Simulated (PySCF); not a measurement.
# CH5Si (SMILES C[SiH2]): levels of theory compared

We compute a comparison of 3 runs (UM06-2X/STO-6G, UCISD/STO-6G, UCCSD(T)/STO-6G) of CH5Si. Input form: a Python script.

The results are computed with PySCF 2.14.0.

5 further runs of the same task are left out: 1 that didn't finish, 4 set aside as unsound or not needed.

### 1 The molecule

CH5Si: 7 atoms, total charge 0, spin state doublet. SMILES: `C[SiH2]`. The C1–H4 distance was set to 1.310 Å, away from the relaxed value.

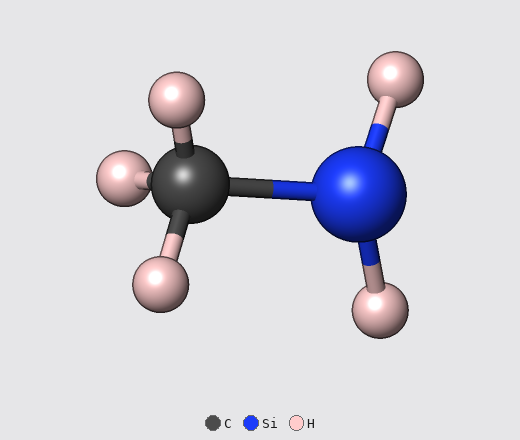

The structure, seen from a chosen angle (carbon dark grey, silicon blue, hydrogen pink).

### 2 The energy at UM06-2X/STO-6G (run 1)

input.py reads:

```python
from pyscf import gto, dft

molecule = gto.M(
    atom='''
C     -0.286967    -0.687175     0.010337
Si     0.011833     1.150825     0.229137
H     -0.369167    -0.938875    -1.051463
H      0.699200    -1.383300     0.519500
H     -1.211467    -0.991675     0.504637
H     -1.115867     1.962425    -0.310563
H      1.286233     1.584025    -0.410863
''',
    max_memory=1860,
    basis='sto-6g',
    spin=1,
    verbose=3,
    charge=0,
)

ks = dft.UKS(molecule, xc='m06-2x')
ks.conv_tol = 1e-10
ks.grids.level = 5
ks.kernel()
if not ks.converged:
    ks = ks.newton().run(ks.mo_coeff, ks.mo_occ)

etot = ks.e_tot
print('E = %.10f Eh' % etot)
```

Started as:

```console
$ OMP_NUM_THREADS=1 python input.py
```

Standard output:

```text
WARN: HOMO -0.0777502691121689 >= LUMO -0.0777502691121693

converged SCF energy = -329.310517341405  <S^2> = 0.7511069  2S+1 = 2.0011066
E = -329.3105173414 Eh
```

It took 8.7 s on 1 thread of Intel Xeon Platinum 8488C (Sapphire Rapids), shared host; peak memory 0.24 GiB.

### 3 A single-point energy at UCISD/STO-6G (run 2)

start.xyz reads:

```xyz
7
CH5Si
C     -0.286967    -0.687175     0.010337
Si     0.011833     1.150825     0.229137
H     -0.369167    -0.938875    -1.051463
H      0.699200    -1.383300     0.519500
H     -1.211467    -0.991675     0.504637
H     -1.115867     1.962425    -0.310563
H      1.286233     1.584025    -0.410863
```

job.py reads:

```python
from pyscf import gto, ci

molecule = gto.Mole()
molecule.atom = 'start.xyz'
molecule.max_memory = 1860
molecule.verbose = 3
molecule.spin = 1
molecule.basis = 'sto-6g'
molecule.build()

mf = molecule.UHF()
mf.conv_tol = 1e-10
mf.kernel()
if not mf.converged:
    mf = mf.newton().run(mf.mo_coeff, mf.mo_occ)

cisd = ci.CISD(mf, frozen=6)
cisd.kernel()
e_tot = cisd.e_tot
print(f'total energy: {e_tot:.8f} hartree')
```

Started as:

```console
$ OMP_NUM_THREADS=1 python job.py
```

Standard output:

```text
converged SCF energy = -328.505604161839  <S^2> = 0.75208751  2S+1 = 2.0020864
E(UCISD) = -328.6283281632886  E_corr = -0.1227240014498497
total energy: -328.62832816 hartree
```

It took 0.9 s on 1 thread of Intel Xeon Platinum 8488C (Sapphire Rapids), shared host; peak memory 0.12 GiB.

### 4 A single-point energy at UCCSD(T)/STO-6G (run 3)

job.py reads:

```python
from pyscf import gto, cc

molecule = gto.M(
    atom='''
C       -0.286967      -0.687175       0.010337
Si       0.011833       1.150825       0.229137
H       -0.369167      -0.938875      -1.051463
H        0.699200      -1.383300       0.519500
H       -1.211467      -0.991675       0.504637
H       -1.115867       1.962425      -0.310563
H        1.286233       1.584025      -0.410863
''',
    max_memory=1860,
    basis='sto-6g',
    spin=1,
    verbose=3,
)

hf = molecule.UHF()
hf.conv_tol = 1e-10
hf.kernel()
if not hf.converged:
    hf = hf.newton().run(hf.mo_coeff, hf.mo_occ)

mycc = cc.CCSD(hf, frozen=6)
mycc.kernel()
e_t = mycc.ccsd_t()
energy = mycc.e_tot + e_t
print('E(%s) = %.9f' % ('CCSD(T)', energy))
```

Started as:

```console
$ OMP_NUM_THREADS=1 python job.py
```

Standard output:

```text
converged SCF energy = -328.505604161839  <S^2> = 0.75208751  2S+1 = 2.0020864
E(UCCSD) = -328.6365186626446  E_corr = -0.1309145008058872
UCCSD(T) correction = -0.000788731940708498
E(CCSD(T)) = -328.637307395
```

Run time: 0.96 s. Hardware: 1 thread of Intel Xeon Platinum 8488C (Sapphire Rapids), shared host; peak memory 0.12 GiB.

### 5 All runs side by side

```csv
run,level,integration grid,frozen core orbitals,energy (Eh),dipole moment (D) of the reference,HOMO energy (eV),LUMO energy (eV),wall time
1,UM06-2X/STO-6G,5,–,-329.310517,0.51,-4.12,3.03,8.7 s
2,UCISD/STO-6G,–,6,-328.628328,0.67,-6.38,6.65,0.9 s
3,UCCSD(T)/STO-6G,–,6,-328.637307,0.67,-6.38,6.65,0.96 s
```

### 6 Outcome

```
                                                         quantity          value
                                              run 3: total energy  -328.63731 Eh
                      run 3: dipole moment (Hartree–Fock density)         0.67 D
run 3: HOMO energy (Hartree–Fock orbitals) (highest over α and β)       -6.38 eV
 run 3: LUMO energy (Hartree–Fock orbitals) (lowest over α and β)        6.65 eV
               run 3: correlation energy (6 core orbitals frozen)     -131.7 mEh
                                            run 3: (T) correction      -0.79 mEh
                         run 3: ⟨S²⟩ of the reference determinant          0.752
                                             run 3: T1 diagnostic          0.004
```

**Reading.** In runs 1, 2, 3 the basis is minimal, so the values are rough. All runs together took 11 s, the longest 8.7 s.
